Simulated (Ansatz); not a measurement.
# Nudged elastic band, with input and output: WH6Cl2O (part 2 of 2)

The same run, continued: WH6Cl2O; RKS PBE0/def2-SVP (Ansatz 0.2.0). The run did not end well. One setting was made poor on purpose. It belongs to a series of runs on one base structure; here: band between the two ends.

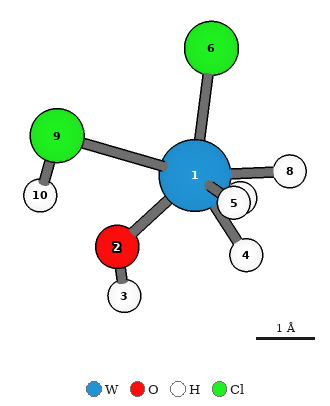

*The input geometry (ball-and-stick view, seen at a tilt; atoms are numbered from 1 in the order of the input). Sticks mark near contacts.*

The last band as extended XYZ, continued
```
10
Properties=species:S:1:pos:R:3:forces:R:3 image=4 energy=-28992.03173
W    -0.2032   -0.0360    0.0522   -2.8760   0.9858   0.1223
O    -0.3644    0.3033    2.2787    1.9024   0.0448  -0.4375
H    -0.8698   -0.3561    2.7592   -0.4036   0.2337   0.3700
H     1.5570   -0.1336   -0.1471   -0.8314  -0.1265  -0.4700
H     0.3724    1.6047   -0.0871    1.3197  -0.8867   0.2801
Cl   -2.4562   -0.3253   -0.1754   -0.7197  -4.3887  -2.6111
H     0.1292   -1.7658    0.1976    0.8659   0.7040   0.8341
H     0.0341   -0.0099   -1.6228    0.0669   0.3745  -0.1318
Cl   -1.8886    1.7970    0.7886    1.1102   3.9157   0.7452
H    -0.8050    1.2014    2.0577   -0.4344  -0.8565   1.2987
10
Properties=species:S:1:pos:R:3:forces:R:3 image=5 energy=-28994.62870
W    -0.3561    0.0703   -0.0709    0.8816  -0.2827   0.6129
O    -0.2921    0.2206    2.2830   -1.2990   1.4707  -0.2361
H    -0.8846   -0.4704    2.6360    0.4142   0.2315  -0.0422
H     1.3891   -0.0793   -0.3107   -0.8155   0.0500  -0.0595
H     0.4576    1.4586    0.0593    1.4075   0.8791  -0.1146
Cl   -2.4184   -0.6720   -0.1596   -2.1070  -1.5574  -0.9866
H     0.2508   -1.4580    0.4508   -0.1464   0.7440   0.4794
H    -0.0378    0.0963   -1.7457   -0.0020   0.2248  -0.0044
Cl   -1.6926    2.0225    0.7553    0.1965   0.1992  -0.1570
H    -0.9102    1.0911    2.2039    1.4701  -1.9591   0.5081
10
Properties=species:S:1:pos:R:3:forces:R:3 image=6 energy=-28995.33635
W    -0.3739    0.1463   -0.1637   -1.7629   0.8709  -0.1693
O    -0.3826    0.1649    2.2862   -0.7034  -0.3476   0.0688
H    -1.0697   -0.5034    2.5061    0.5318   0.5647   0.0032
H     1.2082    0.0407   -0.5456    0.8531  -0.2474  -0.3807
H     0.6696    1.2743    0.3567    1.3647   0.4851   0.8218
Cl   -2.2499   -1.1054    0.0497   -0.7416  -0.8543   0.1875
H     0.4124   -1.2309    0.5001   -0.0214   0.6208  -0.0484
H    -0.3102    0.2923   -1.8574    0.0259  -0.0214  -0.0722
Cl   -1.5611    2.1687    0.6043    0.3213  -0.7030  -0.5497
H    -0.8372    1.0321    2.3651    0.1325  -0.3677   0.1389
10
Properties=species:S:1:pos:R:3:forces:R:3 image=7 energy=-28996.45643
W    -0.4822    0.2619   -0.1660   -0.1065   0.3715   0.0010
O    -0.5154    0.1049    2.3231   -0.5370   0.4785   0.1550
H    -1.1947   -0.5363    2.5619   -0.0436  -0.3392   0.0565
H     1.0069    0.1186   -0.9002   -0.1619  -0.0133  -0.2436
H     0.8392    0.9429    0.4676    0.9864   0.0897   0.7611
Cl   -1.9664   -1.4228    0.0927   -0.2350  -0.8077   0.1761
H     0.6397   -0.8652    0.4462   -0.2848   0.4608  -0.2151
H    -0.5391    0.4145   -1.8343   -0.1803   0.0625  -0.3558
Cl   -1.3544    2.3106    0.5276    0.2533  -0.1493  -0.2709
H    -0.9279    0.9505    2.5830    0.3094  -0.1534  -0.0644
10
Properties=species:S:1:pos:R:3:forces:R:3 image=8 energy=-28996.82762
W    -0.4578    0.2867   -0.0356    0.0008   0.0023  -0.0104
O    -0.7742    0.1097    2.3092   -0.0167   0.0003   0.0145
H    -1.3443   -0.6190    2.5902    0.0117  -0.0035  -0.0077
H     0.7343    0.2387   -1.1961    0.0001  -0.0028   0.0034
H     1.0275    0.8577    0.4482    0.0014   0.0002   0.0005
Cl   -1.5667   -1.7410    0.1129   -0.0024  -0.0034   0.0026
H     0.8072   -0.7423    0.2920    0.0009  -0.0003   0.0023
H    -0.8470    0.4972   -1.6675   -0.0013   0.0002  -0.0004
Cl   -0.9816    2.4760    0.5101   -0.0005   0.0060   0.0040
H    -1.0918    0.9160    2.7381    0.0061   0.0009  -0.0088
```

The run was set up as follows.

Input
```yaml
crystal:
  periodic: [false, false, false]
  atoms:
    - { symbol: W, position_ang: [-0.523855, 0.125494, 0.175874] }
    - { symbol: O, position_ang: [-0.265378, 0.023065, 2.071182] }
    - { symbol: H, position_ang: [0.452729, -0.417412, 2.537563] }
    - { symbol: H, position_ang: [1.099377, -0.223204, 0.231945] }
    - { symbol: H, position_ang: [0.468888, 1.332178, -0.459158] }
    - { symbol: Cl, position_ang: [-2.328293, -0.447072, -1.142301] }
    - { symbol: H, position_ang: [-0.009661, -1.451354, 0.086885] }
    - { symbol: H, position_ang: [0.271506, -0.385093, -1.189588] }
    - { symbol: Cl, position_ang: [-2.133632, 2.168057, 1.404646] }
    - { symbol: H, position_ang: [-1.525982, 1.55504, 2.384452] }
basis:
  gaussian: { orbitals: def2-SVP }
hamiltonian:
  xc: pbe0
neb:
  order_check: false
  images: 7
  f_tol: 0.05
  max_iterations: 3
  final_atoms:
    - { symbol: W, position_ang: [-0.45777867, 0.28671442, -0.03556381] }
    - { symbol: O, position_ang: [-0.77420387, 0.10968934, 2.3092475] }
    - { symbol: H, position_ang: [-1.34426878, -0.61898916, 2.59015364] }
    - { symbol: H, position_ang: [0.73432354, 0.23866097, -1.1960827] }
    - { symbol: H, position_ang: [1.02751425, 0.85766099, 0.4482128] }
    - { symbol: Cl, position_ang: [-1.56670205, -1.74096873, 0.11286548] }
    - { symbol: H, position_ang: [0.80721583, -0.74232869, 0.29200856] }
    - { symbol: H, position_ang: [-0.84702532, 0.49720135, -1.66752827] }
    - { symbol: Cl, position_ang: [-0.98162383, 2.47602562, 0.51011885] }
    - { symbol: H, position_ang: [-1.0917521, 0.91603289, 2.73806794] }
  initial_path:
    images:
      - { positions_ang: [[-0.523855, 0.125494, 0.175874], [-0.265378, 0.023065, 2.071182], [0.452729, -0.417412, 2.537563], [1.099377, -0.223204, 0.231945], [0.468888, 1.332178, -0.459158], [-2.328293, -0.447072, -1.142301], [-0.009661, -1.451354, 0.086885], [0.271506, -0.385093, -1.189588], [-2.133632, 2.168057, 1.404646], [-1.525982, 1.55504, 2.384452]] }
      - { positions_ang: [[-0.39174059, 0.08184413, 0.13795833], [-0.20575203, 0.04526244, 2.13046915], [0.10320949, -0.34589485, 2.56586707], [1.25558667, -0.18619404, 0.18639503], [0.35976328, 1.41574414, -0.36844331], [-2.34243466, -0.33852802, -0.85954295], [-0.0130417, -1.52967889, 0.10134421], [0.21069065, -0.3313201, -1.31503394], [-2.07449991, 2.05609415, 1.23441103], [-1.3960822, 1.41237004, 2.28807538]] }
      - { positions_ang: [[-0.25962617, 0.03819425, 0.10004265], [-0.14612606, 0.06745989, 2.18975631], [-0.24631002, -0.2743777, 2.59417114], [1.41179634, -0.14918407, 0.14084506], [0.25063856, 1.49931028, -0.27772862], [-2.35657632, -0.22998404, -0.57678491], [-0.01642241, -1.60800377, 0.11580342], [0.1498753, -0.27754721, -1.44047988], [-2.01536782, 1.9441313, 1.06417607], [-1.2661824, 1.26970008, 2.19169876]] }
      - { positions_ang: [[-0.12751176, -0.00545562, 0.06212698], [-0.08650009, 0.08965733, 2.24904346], [-0.59582953, -0.20286055, 2.62247521], [1.56800601, -0.11217411, 0.09529509], [0.14151384, 1.58287642, -0.18701392], [-2.37071798, -0.12144006, -0.29402686], [-0.01980311, -1.68632866, 0.13026263], [0.08905995, -0.22377431, -1.56592582], [-1.95623572, 1.83216844, 0.8939411], [-1.13628261, 1.12703012, 2.09532214]] }
      - { positions_ang: [[0.00460265, -0.04910549, 0.02421131], [-0.02687412, 0.11185477, 2.30833061], [-0.94534904, -0.1313434, 2.65077928], [1.72421568, -0.07516415, 0.04974512], [0.03238912, 1.66644256, -0.09629923], [-2.38485964, -0.01289609, -0.01126882], [-0.02318381, -1.76465355, 0.14472184], [0.0282446, -0.17000141, -1.69137175], [-1.89710363, 1.72020559, 0.72370613], [-1.00638281, 0.98436016, 1.99894552]] }
      - { positions_ang: [[-0.11099268, 0.03484948, 0.00926753], [-0.21370656, 0.11131342, 2.30855983], [-1.04507897, -0.25325484, 2.63562287], [1.47674265, 0.00329213, -0.26171184], [0.2811704, 1.46424717, 0.03982878], [-2.18032024, -0.44491425, 0.01976476], [0.1844161, -1.50907233, 0.18154352], [-0.19057288, -0.00320072, -1.68541088], [-1.66823368, 1.9091606, 0.67030931], [-1.02772513, 0.96727834, 2.18372612]] }
      - { positions_ang: [[-0.22658801, 0.11880446, -0.00567625], [-0.400539, 0.11077206, 2.30878906], [-1.14480891, -0.37516628, 2.62046646], [1.22926961, 0.08174841, -0.57316879], [0.52995168, 1.26205178, 0.17595678], [-1.97578084, -0.87693241, 0.05079833], [0.39201601, -1.25349112, 0.2183652], [-0.40939036, 0.16359997, -1.67945001], [-1.43936373, 2.09811561, 0.61691249], [-1.04906745, 0.95019652, 2.36850673]] }
      - { positions_ang: [[-0.34218334, 0.20275944, -0.02062003], [-0.58737143, 0.1102307, 2.30901828], [-1.24453884, -0.49707772, 2.60531005], [0.98179657, 0.16020469, -0.88462575], [0.77873297, 1.05985638, 0.31208479], [-1.77124145, -1.30895057, 0.0818319], [0.59961592, -0.9979099, 0.25518688], [-0.62820784, 0.33040066, -1.67348914], [-1.21049378, 2.28707061, 0.56351567], [-1.07040978, 0.93311471, 2.55328734]] }
      - { positions_ang: [[-0.45777867, 0.28671442, -0.03556381], [-0.77420387, 0.10968934, 2.3092475], [-1.34426878, -0.61898916, 2.59015364], [0.73432354, 0.23866097, -1.1960827], [1.02751425, 0.85766099, 0.4482128], [-1.56670205, -1.74096873, 0.11286548], [0.80721583, -0.74232869, 0.29200856], [-0.84702532, 0.49720135, -1.66752827], [-0.98162383, 2.47602562, 0.51011885], [-1.0917521, 0.91603289, 2.73806794]] }
```

Launch command:
```bash
ansatz run input.yaml --threads 2 --pin off --max-ram 3072MiB --backend cpu --events-out ev --progress --plain --runs-dir out
```

Outcome

- outcome: not converged
- barrier, forward (band not converged): 4.202 eV
- barrier, backward: 4.796 eV
- hardware: 2 threads of Arm Neoverse V1, 24 GiB of memory available, shared host
- wall time: 1.7 min (CPU time 3.3 min)
- peak memory: 0.29 GiB

The run did not converge: “NEB band did not converge after 3 iterations: max|band force component| = 1.50e1 eV/Å (threshold 5.0e-2); raise `neb.max_iterations` in a new run, which can start from the last band evaluated (`neb.initial_path`, with `crystal.atoms` and `neb.final_atoms` set to its first and last images), add images, or start from endpoints closer to local minima …” Its last values are not results. A deliberately poor setting: few iterations.
